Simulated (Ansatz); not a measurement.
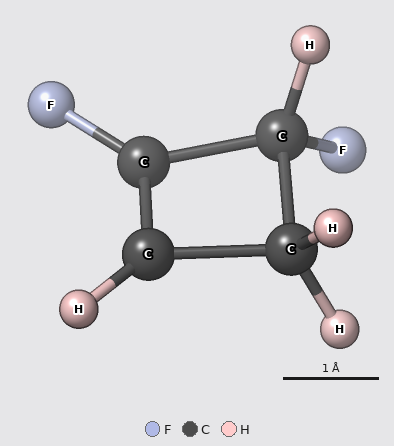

**Figure 1.** The starting structure (ball-and-stick view, seen at a tilt). Bond lengths as drawn: C–C 1.33 to 1.55 Å, C–F 1.32 to 1.37 Å and C–H 1.08 to 1.09 Å.

## C4H4F2: molecular dynamics

C4H4F2, SMILES FC1=CCC1F, computed with RKS r2SCAN-d3bjatm/def2-SVP (Ansatz 0.2.0).

The geometry comes from this level: PBE0-D4/def2-TZVP. Figures and captions count atoms from 1; the log counts them from 0 in places.

The input
```yaml
crystal:
  periodic: [false, false, false]
  atoms:
    - {symbol: F, position_ang: [2.232380, 0.344084, -0.828730]}
    - {symbol: C, position_ang: [1.049374, 0.050892, -0.327155]}
    - {symbol: C, position_ang: [0.556461, -0.993138, 0.329510]}
    - {symbol: C, position_ang: [-0.812775, -0.349776, 0.439815]}
    - {symbol: C, position_ang: [-0.232043, 0.808460, -0.416677]}
    - {symbol: F, position_ang: [-0.259289, 2.051218, 0.166683]}
    - {symbol: H, position_ang: [0.945235, -1.955363, 0.631114]}
    - {symbol: H, position_ang: [-1.088909, -0.013520, 1.440369]}
    - {symbol: H, position_ang: [-1.645630, -0.892627, -0.013606]}
    - {symbol: H, position_ang: [-0.661706, 0.898669, -1.418325]}
basis:
  gaussian: {orbitals: def2-SVP}
hamiltonian: {xc: {name: r2SCAN}, dispersion: d3bjatm}
md: {timestep: 2 fs, n_steps: 20, ensemble: nvt_langevin, temperature: 500, initial_velocities: maxwell_boltzmann, friction: 0.01, seed: 878}
```

Run on 4 threads of Arm Neoverse V2, 23 GiB of memory available, shared host.

Launched with:
```bash
ansatz run in.yaml --threads 4 --pin off --events-out ev --progress --plain --max-ram 10444MiB
```

Output
```
Functional definition: r2SCAN
  name "r2SCAN"
  cite "Furness, Kaplan, Ning, Perdew & Sun, J. Phys. Chem. Lett. 11, 8208 (2020) doi:10.1021/acs.jpclett.0c02405"
  cite "Furness, Kaplan, Ning, Perdew & Sun, J. Phys. Chem. Lett. 11, 9248 (2020) doi:10.1021/acs.jpclett.0c03077"
  parent r2scan
  parameter k0 = 0.174
  parameter k1 = 0.065
  parameter a1 = 4.9479
  exchange = r2scan_x(k0 = k0, k1 = k1, a1 = a1)
  correlation = r2scan_c
1160 factors; their error is unknown
mean field evaluation 1: about -9626.9656 eV, gradient 4.9e1 eV
mean field evaluation 2: about -9621.1469 eV, gradient 6.8e1 eV
mean field evaluation 4: about -9632.8466 eV, gradient 4.2e0 eV
mean field evaluation 8: about -9632.8941 eV, gradient 1.7e-1 eV
mean field evaluation 16: about -9632.8034 eV, gradient 1.1e-3 eV
mean field -9632.80342442 eV, -353.9989964989 hartree, gradient 1.6e-5 eV, S^2 0.000000; 0 other end points of the search recorded, 0 dependent functions left out
the calculation of the forces begins
reference -9632.80343183 eV, -353.9989967712 hartree; 23, 23 occupied and 81, 81 virtual orbitals, 1160 factors
md step     0: t =     0.00 fs  T =   450.0 K  F+E_penalty+E_count = -9632.85233761 eV  E_kin = 0.581670 eV  (31 SCF iters)
these checks for a lower state are left out or cut short: starts, cluster_reference, orbital_swaps, neighbouring_geometries, increment
1160 factors; their error is unknown
mean field -9632.68929322 eV, -353.9948022544 hartree, gradient 2.2e-5 eV, S^2 0.000000; 0 other end points of the search recorded, 0 dependent functions left out
[... from here on the field's lines of each further geometry are left out, up to the last ...]
md step     1: t =     2.00 fs  T =   322.8 K  F+E_penalty+E_count = -9632.73849842 eV  E_kin = 0.417208 eV  (30 SCF iters, 3 dispersion substeps)
md step     2: t =     4.00 fs  T =   218.4 K  F+E_penalty+E_count = -9632.61072619 eV  E_kin = 0.282364 eV  (31 SCF iters, 3 dispersion substeps)
md step     3: t =     6.00 fs  T =   137.9 K  F+E_penalty+E_count = -9632.48271018 eV  E_kin = 0.178206 eV  (31 SCF iters, 3 dispersion substeps)
md step     4: t =     8.00 fs  T =   174.3 K  F+E_penalty+E_count = -9632.51674846 eV  E_kin = 0.225254 eV  (31 SCF iters, 3 dispersion substeps)
md step     5: t =    10.00 fs  T =   215.8 K  F+E_penalty+E_count = -9632.60108845 eV  E_kin = 0.278976 eV  (32 SCF iters, 3 dispersion substeps)
md step     6: t =    12.00 fs  T =   249.2 K  F+E_penalty+E_count = -9632.61961622 eV  E_kin = 0.322073 eV  (32 SCF iters, 3 dispersion substeps)
md step     7: t =    14.00 fs  T =   245.2 K  F+E_penalty+E_count = -9632.65100461 eV  E_kin = 0.316909 eV  (32 SCF iters, 3 dispersion substeps)
md step     8: t =    16.00 fs  T =   242.0 K  F+E_penalty+E_count = -9632.62495033 eV  E_kin = 0.312805 eV  (32 SCF iters, 3 dispersion substeps)
md step     9: t =    18.00 fs  T =   241.7 K  F+E_penalty+E_count = -9632.61257828 eV  E_kin = 0.312407 eV  (33 SCF iters, 3 dispersion substeps)
md step    10: t =    20.00 fs  T =   257.5 K  F+E_penalty+E_count = -9632.66647250 eV  E_kin = 0.332868 eV  (33 SCF iters, 3 dispersion substeps)
md step    11: t =    22.00 fs  T =   286.2 K  F+E_penalty+E_count = -9632.66374850 eV  E_kin = 0.370004 eV  (32 SCF iters, 3 dispersion substeps)
md step    12: t =    24.00 fs  T =   306.9 K  F+E_penalty+E_count = -9632.64553342 eV  E_kin = 0.396701 eV  (32 SCF iters, 3 dispersion substeps)
md step    13: t =    26.00 fs  T =   273.5 K  F+E_penalty+E_count = -9632.58589408 eV  E_kin = 0.353518 eV  (32 SCF iters, 3 dispersion substeps)
md step    14: t =    28.00 fs  T =   262.0 K  F+E_penalty+E_count = -9632.54916633 eV  E_kin = 0.338701 eV  (31 SCF iters, 3 dispersion substeps)
md step    15: t =    30.00 fs  T =   300.2 K  F+E_penalty+E_count = -9632.55111795 eV  E_kin = 0.388028 eV  (32 SCF iters, 3 dispersion substeps)
md step    16: t =    32.00 fs  T =   287.3 K  F+E_penalty+E_count = -9632.52906100 eV  E_kin = 0.371319 eV  (31 SCF iters, 3 dispersion substeps)
md step    17: t =    34.00 fs  T =   306.8 K  F+E_penalty+E_count = -9632.57238613 eV  E_kin = 0.396535 eV  (32 SCF iters, 3 dispersion substeps)
md step    18: t =    36.00 fs  T =   337.3 K  F+E_penalty+E_count = -9632.57812444 eV  E_kin = 0.435963 eV  (32 SCF iters, 3 dispersion substeps)
md step    19: t =    38.00 fs  T =   266.5 K  F+E_penalty+E_count = -9632.54499942 eV  E_kin = 0.344456 eV  (51 SCF iters, 3 dispersion substeps)
the calculation of the forces begins
reference -9632.48155141 eV, -353.9871678837 hartree; 23, 23 occupied and 81, 81 virtual orbitals, 1160 factors
1160 factors; their error is unknown
mean field evaluation 192: about -9632.4815 eV, gradient 3.4e-3 eV
mean field -9632.48154398 eV, -353.9871676107 hartree, gradient 2.0e-5 eV, S^2 0.000000; 1 other end points of the search recorded, 0 dependent functions left out
the calculation of the forces begins
reference -9632.48155141 eV, -353.9871678837 hartree; 23, 23 occupied and 81, 81 virtual orbitals, 1160 factors
md step    20: t =    40.00 fs  T =   268.0 K  F+E_penalty+E_count = -9632.53039934 eV  E_kin = 0.346394 eV  (52 SCF iters, 3 dispersion substeps)
```

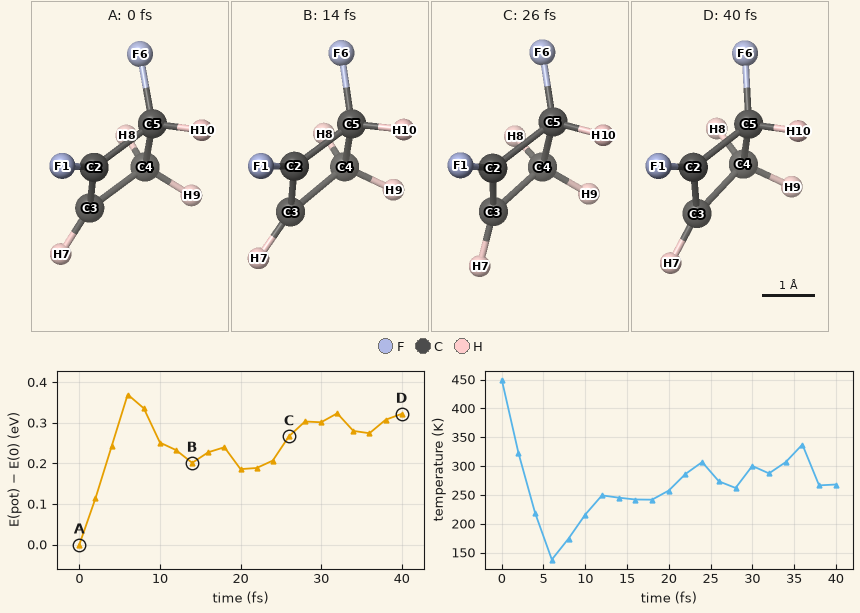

**Figure 2.** Frames of the molecular dynamics (ball-and-stick, seen at a tilt) above the curves, on which the letters mark them. The trajectory kept here has 21 frames over 40 fs. The temperature starts at 450 K, ranges from 138 to 450 K and averages 287 K over the second half. The potential energy ends 0.322 eV above its first value. After an unweighted best fit of the last frame on the first, the root-mean-square displacement is 0.14 Å.

```
Total energy: -9632.53040677 eV, -353.9889632852 hartree
Atom 0 at     2.311941     0.137466    -0.787391 Å, force    -1.379197    -0.113489     0.330715 eV/Å
Atom 1 at     1.062846    -0.040443    -0.304908 Å, force     0.324581    -1.585148     0.786207 eV/Å
Atom 2 at     0.392963    -1.104484     0.247726 Å, force     1.106149     1.324855     0.351830 eV/Å
Atom 3 at    -0.862087    -0.240511     0.568020 Å, force     0.916548    -0.308980     0.338359 eV/Å
Atom 4 at    -0.152499     0.782695    -0.334726 Å, force    -1.161477     1.674705    -0.804931 eV/Å
Atom 5 at    -0.194704     2.087767     0.085653 Å, force     0.566964     0.409393     0.661580 eV/Å
Atom 6 at     0.745142    -2.118914     0.438012 Å, force    -0.361206    -0.241785     0.036326 eV/Å
Atom 7 at    -0.945859     0.220438     1.613373 Å, force     0.169283    -0.877454    -1.070503 eV/Å
Atom 8 at    -1.832906    -0.635983     0.214713 Å, force     0.102394     0.158978     0.094709 eV/Å
Atom 9 at    -0.588487     0.861096    -1.327639 Å, force    -0.284039    -0.441076    -0.724293 eV/Å
Dipole moment:    -0.240677    -0.342739    -0.008172 e Å
```

Trajectory as extended XYZ (Å, eV, eV/Å), 10 of the 21 frames kept, from step=0 to step=20
```
10
Properties=species:S:1:pos:R:3:forces:R:3 step=0 time_fs=0.0 energy=-9632.85234 temperature=450.0
F     2.2324    0.3441   -0.8287    0.2276   0.0568  -0.1006
C     1.0494    0.0509   -0.3272    0.3008   0.4857  -0.2964
C     0.5565   -0.9931    0.3295   -0.2840  -0.4037   0.2739
C    -0.8128   -0.3498    0.4398    0.1293  -0.0411  -0.1001
C    -0.2320    0.8085   -0.4167    0.0084   0.1932   0.2254
F    -0.2593    2.0512    0.1667    0.0037   0.1226   0.0617
H     0.9452   -1.9554    0.6311    0.1487  -0.3636   0.1141
H    -1.0889   -0.0135    1.4404   -0.0954   0.1461   0.3178
H    -1.6456   -0.8926   -0.0136   -0.2906  -0.1889  -0.1268
H    -0.6617    0.8987   -1.4183   -0.1485  -0.0070  -0.3689
10
Properties=species:S:1:pos:R:3:forces:R:3 step=2 time_fs=4.0 energy=-9632.61073 temperature=218.4
F     2.2134    0.3195   -0.8107    3.4387   0.9838  -1.4310
C     1.0919    0.0626   -0.3260   -4.2745  -0.7352   1.2065
C     0.5690   -1.0072    0.2902   -0.7570   0.2295   0.9416
C    -0.8402   -0.3418    0.4505    1.2789   0.1823  -0.4409
C    -0.2368    0.8035   -0.3925    0.3337   0.3364  -1.2201
F    -0.2513    2.0670    0.1450   -0.0922   0.0615   0.2861
H     1.0170   -1.9313    0.6505   -0.1328  -0.3268  -0.0903
H    -1.1264    0.0875    1.4167    0.0758  -0.3614   0.4059
H    -1.6936   -0.8207   -0.0393   -0.1662  -0.3056   0.0575
H    -0.6966    0.8846   -1.4105    0.2955  -0.0646   0.2847
10
Properties=species:S:1:pos:R:3:forces:R:3 step=4 time_fs=8.0 energy=-9632.51675 temperature=174.3
F     2.2176    0.2973   -0.8007    2.8534   0.9286  -1.1881
C     1.0813    0.0561   -0.3157   -3.4079  -0.4412   0.5834
C     0.5674   -1.0248    0.2723   -0.9205  -0.2055   1.5637
C    -0.8463   -0.3288    0.4563    0.1133  -0.2463  -0.2297
C    -0.2418    0.7950   -0.3846    0.5125   0.9607  -1.2249
F    -0.2453    2.0795    0.1229   -0.0697  -0.1148   0.4340
H     1.0638   -1.9430    0.6373   -0.5431   0.0952  -0.2781
H    -1.1634    0.1297    1.4257    0.4509  -0.7301  -0.1082
H    -1.7504   -0.7783   -0.0475    0.7327  -0.0203   0.4965
H    -0.7156    0.8942   -1.3837    0.2784  -0.2263  -0.0486
10
Properties=species:S:1:pos:R:3:forces:R:3 step=7 time_fs=14.0 energy=-9632.65100 temperature=245.2
F     2.2417    0.2800   -0.8070   -1.2214   0.0828   0.4819
C     1.0017    0.0371   -0.2912    2.7921  -0.0616  -1.4180
C     0.5332   -1.0577    0.2924   -0.8872   0.3104   0.5977
C    -0.8404   -0.3205    0.4557    0.3845  -0.5645   0.2090
C    -0.2376    0.7998   -0.3956   -0.7277   1.2075  -0.6372
F    -0.2430    2.0888    0.1067    0.0331  -0.2366   0.3441
H     1.0243   -2.0045    0.5441   -0.4809  -0.0010   0.0164
H    -1.0519    0.0787    1.4417   -0.0745  -0.0636   0.6669
H    -1.7459   -0.7510    0.0254   -0.2155  -0.4327  -0.0784
H    -0.7459    0.8852   -1.3746    0.3975  -0.2407  -0.1824
10
Properties=species:S:1:pos:R:3:forces:R:3 step=9 time_fs=18.0 energy=-9632.61258 temperature=241.7
F     2.2439    0.2644   -0.8033   -1.5599  -0.0389   0.5493
C     0.9852    0.0223   -0.2939    3.2566  -0.7154  -1.0040
C     0.5030   -1.0757    0.3142    0.2090   0.5716  -0.6968
C    -0.8172   -0.3173    0.4548   -1.6610  -0.8552   2.0943
C    -0.2373    0.8162   -0.4046   -0.5407   0.4413  -0.2030
F    -0.2375    2.0951    0.1018   -0.0050  -0.2020   0.1482
H     0.9308   -2.0892    0.4789   -0.5567   0.6686   0.1008
H    -0.9614    0.0301    1.5348   -0.1608  -0.2715  -1.1769
H    -1.7643   -0.8180    0.0830    0.7497   0.4275   0.2745
H    -0.7289    0.8551   -1.3942    0.2690  -0.0260  -0.0863
10
Properties=species:S:1:pos:R:3:forces:R:3 step=11 time_fs=22.0 energy=-9632.66375 temperature=286.2
F     2.2439    0.2476   -0.7947   -0.6657  -0.0069   0.1587
C     1.0156    0.0071   -0.3051    0.8346  -1.1455   0.0580
C     0.4755   -1.0840    0.3236    0.4661   2.2265  -1.6973
C    -0.8097   -0.3173    0.4769   -0.0049  -0.1110   0.4860
C    -0.2406    0.8282   -0.4135    0.7396  -0.8858   0.9524
F    -0.2310    2.0958    0.1015   -0.1185  -0.0738  -0.1151
H     0.7347   -2.1195    0.4381    0.3148  -0.5063   0.3205
H    -0.8981    0.0044    1.5006   -0.4723   0.5095   0.7898
H    -1.7077   -0.8223    0.1691   -0.9228  -0.2727  -0.4159
H    -0.6885    0.8093   -1.4043   -0.1709   0.2662  -0.5373
10
Properties=species:S:1:pos:R:3:forces:R:3 step=13 time_fs=26.0 energy=-9632.58589 temperature=273.5
F     2.2426    0.2276   -0.7931    0.9873   0.0220  -0.4457
C     1.0640   -0.0228   -0.3151   -2.1888  -0.1717   0.6676
C     0.4530   -1.0712    0.3102    0.7406  -0.6814  -1.0023
C    -0.8048   -0.3164    0.5062   -1.4282   0.3199   0.1176
C    -0.2390    0.8318   -0.4042    1.0484  -1.5811  -0.2790
F    -0.2210    2.0950    0.1029   -0.1535   0.0205  -0.2018
H     0.5607   -2.1807    0.4429    0.5585   1.0645   0.0378
H    -0.8834    0.0439    1.5447   -0.3693   0.0908  -0.0067
H    -1.7561   -0.8382    0.1941    0.5449   0.5344   0.1677
H    -0.6653    0.7885   -1.4578    0.2601   0.3821   0.9449
10
Properties=species:S:1:pos:R:3:forces:R:3 step=16 time_fs=32.0 energy=-9632.52906 temperature=287.3
F     2.2717    0.1941   -0.7930    0.3181  -0.4081  -0.2134
C     1.0805   -0.0717   -0.3181   -1.2713   2.6059  -0.3622
C     0.4298   -1.0585    0.2617   -0.9194  -0.9313   1.0874
C    -0.8281   -0.2998    0.5536    0.7413   1.2383  -1.0330
C    -0.2096    0.8034   -0.3794    1.0033  -0.1500   0.7856
F    -0.2114    2.0912    0.1028    0.2242  -0.0891   0.1227
H     0.4953   -2.0884    0.4638    0.9560  -1.6238   0.2324
H    -0.9610    0.1261    1.5485    0.2077  -0.0748   0.4737
H    -1.7499   -0.7500    0.2345   -0.8853  -0.3707  -0.3915
H    -0.6230    0.8552   -1.3782   -0.3746  -0.1964  -0.7017
10
Properties=species:S:1:pos:R:3:forces:R:3 step=18 time_fs=36.0 energy=-9632.57812 temperature=337.3
F     2.2938    0.1660   -0.7920   -0.8345  -0.3909   0.1619
C     1.0682   -0.0636   -0.3130    0.1007   1.4694  -0.3287
C     0.4060   -1.0695    0.2430    0.1127  -2.7721   1.8337
C    -0.8439   -0.2664    0.5699   -0.2460  -0.3728  -1.4177
C    -0.1803    0.7786   -0.3496   -0.8592   1.6808  -1.7172
F    -0.2045    2.0900    0.0953    0.4878  -0.1304   0.4488
H     0.6270   -2.1549    0.4709   -0.0541   1.1042  -0.3300
H    -0.9790    0.1895    1.5535    0.2984  -0.2746   0.4670
H    -1.8186   -0.7093    0.2277    0.5462   0.3559   0.1159
H    -0.6495    0.8887   -1.3826    0.4480  -0.6695   0.7662
10
Properties=species:S:1:pos:R:3:forces:R:3 step=20 time_fs=40.0 energy=-9632.53040 temperature=268.0
F     2.3119    0.1375   -0.7874   -1.3792  -0.1135   0.3307
C     1.0628   -0.0404   -0.3049    0.3246  -1.5851   0.7862
C     0.3930   -1.1045    0.2477    1.1061   1.3249   0.3518
C    -0.8621   -0.2405    0.5680    0.9165  -0.3090   0.3384
C    -0.1525    0.7827   -0.3347   -1.1615   1.6747  -0.8049
F    -0.1947    2.0878    0.0857    0.5670   0.4094   0.6616
H     0.7451   -2.1189    0.4380   -0.3612  -0.2418   0.0363
H    -0.9459    0.2204    1.6134    0.1693  -0.8775  -1.0705
H    -1.8329   -0.6360    0.2147    0.1024   0.1590   0.0947
H    -0.5885    0.8611   -1.3276   -0.2840  -0.4411  -0.7243
```

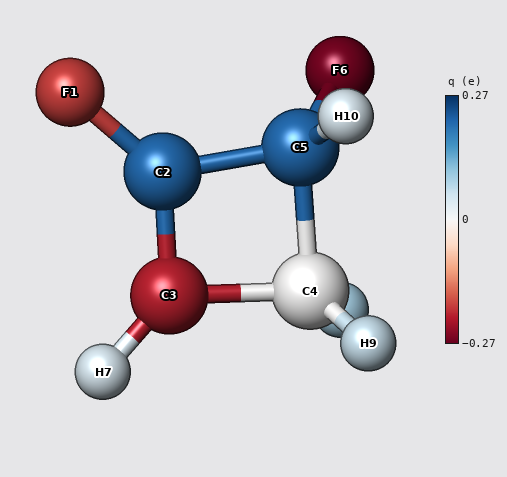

**Figure 3.** Mulliken charges, as the colour of each atom (ball-and-stick view, seen at a tilt; atoms are numbered from 1 in the order of the input). By element: F −0.26 to −0.18, C −0.21 to +0.21 and H +0.04 to +0.09 e.

Summary

```csv
quantity,value
outcome,finished
mean temperature over the second half,287 K
trajectory,"20 steps, 40 fs"
ensemble,nvt_langevin
temperature in the input,500 K
time step,2 fs
potential energy (last step),−9632.5304 eV
mean-field energy (last step),−9632.4816 eV
dispersion energy (last step),−0.0489 eV
SCF solution under orbital rotations (last step),stable
largest force (length of the vector) (last step),2.191 eV/Å
dipole moment (last step),2.01 D
wall time,32 s (CPU time 2 min)
peak memory,0.43 GiB
```

Notes

So short a trajectory is not equilibrated. The logged temperature at the start can lie below the typed one, since it is counted over all degrees of freedom. The temperature stays far from the 500 K of the thermostat over the second half: the run isn't equilibrated.
